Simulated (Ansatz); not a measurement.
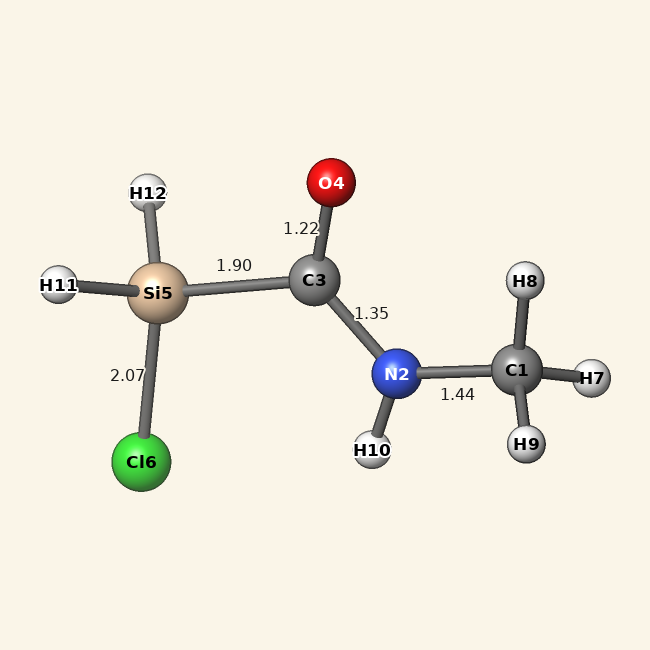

The numbers beside the sticks are distances in Å. Sticks don't show bond order. Computed geometry: PBE0-D4/def2-TZVP optimisation. No frequency run is at hand to confirm it as a minimum.

### Which of the marked bonds are single, double, triple or aromatic?

C1–N2 single; N2–C3 single; C3–O4 double; C3–Si5 single; Si5–Cl6 single.

### Give the structure as SMILES.

CNC(=O)[SiH2]Cl
